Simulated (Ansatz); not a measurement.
## Electronic structure of ClFGaH$_{3}$O$_{2}$ in real space

Input file:

```
crystal:
  periodic: [false, false, false]
  atoms:
    - {symbol: Ga, position_ang: [-0.437549, -0.078181, 0.109285]}
    - {symbol: F, position_ang: [0.563445, 1.483990, -0.147379]}
    - {symbol: O, position_ang: [-1.520013, -0.489628, -1.218644]}
    - {symbol: O, position_ang: [-0.766530, -0.466146, 1.796219]}
    - {symbol: H, position_ang: [1.579751, 0.604206, -0.396713]}
    - {symbol: Cl, position_ang: [1.909207, -0.764849, -0.473779]}
    - {symbol: H, position_ang: [-1.217244, -0.173252, -2.072584]}
    - {symbol: H, position_ang: [-0.111070, -0.116141, 2.403494]}
basis:
  gaussian: {orbitals: def2-TZVPP}
hamiltonian: {xc: pbe0, dispersion: d4}
output: {orbitals: {seedname: orbitals}}
```

Command:

```sh
ansatz run in.yaml --threads 8 --pin off --events-out ev --progress --plain --max-ram 19148MiB
```

A transition-state structure; geometry: PBE0-D4/def2-TZVP.

Computed with RKS PBE0-D4/def2-TZVPP in Ansatz.

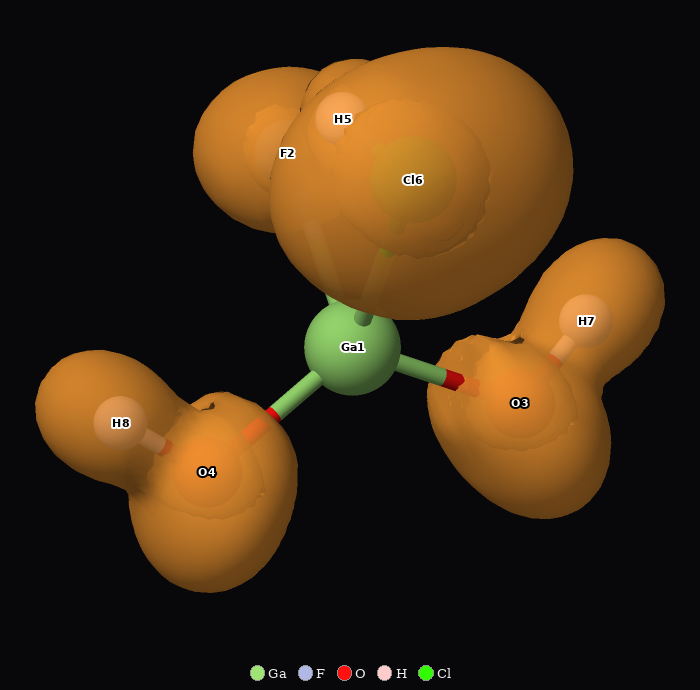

Figure 1. Isosurface of the electron localisation function at 0.75 (orange), seen at a tilt. Core shells and regions of very low density are left out.

Question: Where are the electrons localised?

Answer: At this value the surface marks out one region wrapped around F (its valence shell), one joined region spread over several atoms (Cl, H), in which their bonds and any lone pairs are merged and two joined regions spread over several atoms (H, O), in which their bonds and any lone pairs are merged. Along the contacts the grid gives the following. Ga–O (1.76 Å): the ELF peaks at about 0.85 in the valence shell of O, 0.6 Å from its nucleus, and is about 0.25 at the midpoint. Ga–F (1.87 Å): the ELF peaks at about 0.85 in the valence shell of F, 0.6 Å from its nucleus, and is about 0.15 at the midpoint.

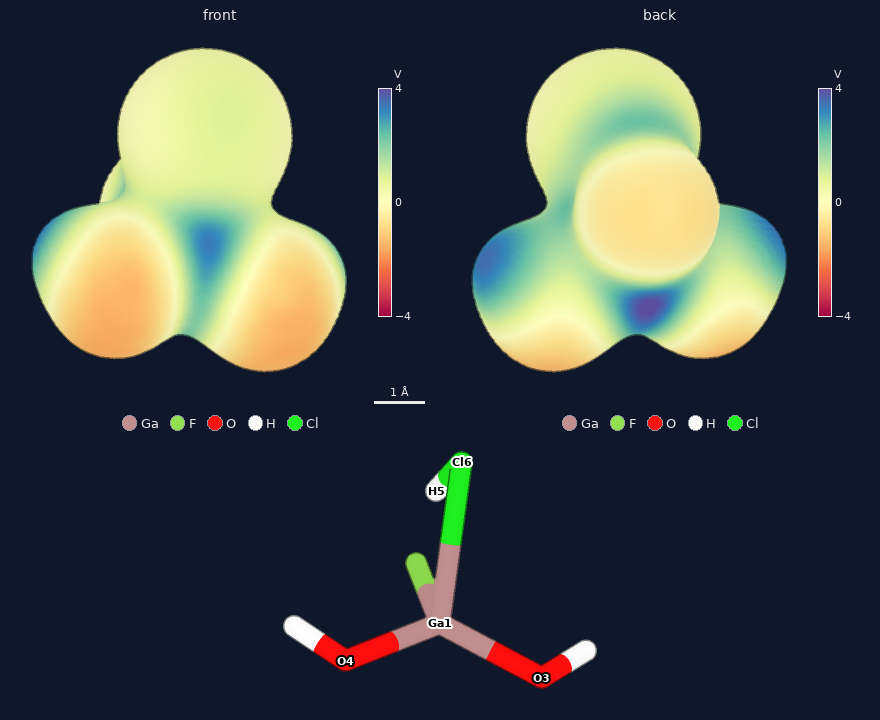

Figure 2. The molecular electrostatic potential painted on the density surface at 0.004 e/bohr³, seen from the front and from behind; the colour scale runs from red (negative) to blue (positive). The bare structure is drawn below in the same view.

Question: Which sites attract a positive test charge, and which a negative one?

Answer: A positive charge is drawn to the negative regions and a negative charge to the positive ones. The most negative region (about −1.6 V, or −37 kcal/mol for a unit charge) lies over O3 and O4, the most positive (about +3.7 V, or +85 kcal/mol for a unit charge) over Ga1.

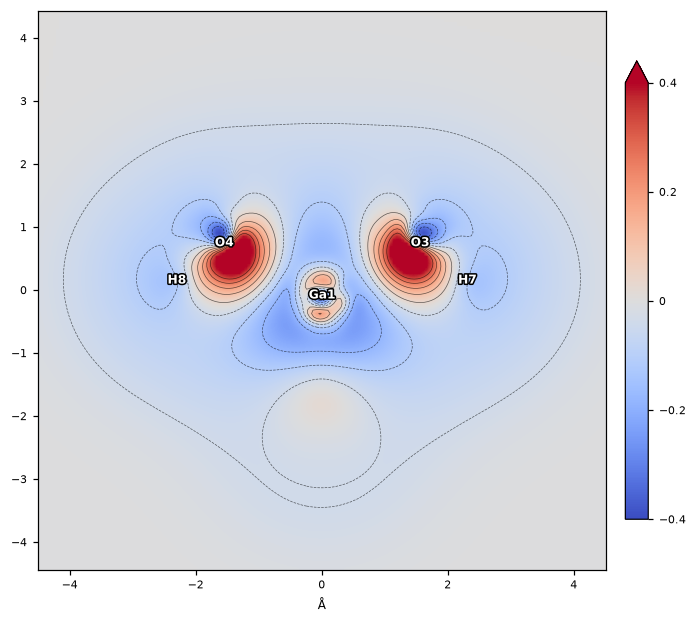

Figure 3. One frontier orbital on the plane of atoms O3, Ga1 and O4 (values in Å⁻³ᐟ²; the overall sign is arbitrary).

Question: Which orbital is it: HOMO or LUMO?

Answer: The LUMO, at −0.95 eV. It lies mainly on Ga1 (about 45 %), O3 (about 10 %), O4 (about 10 %), Cl6 (about 10 %), F2 (about 5 %), H7 (about 5 %) and H8 (about 5 %).
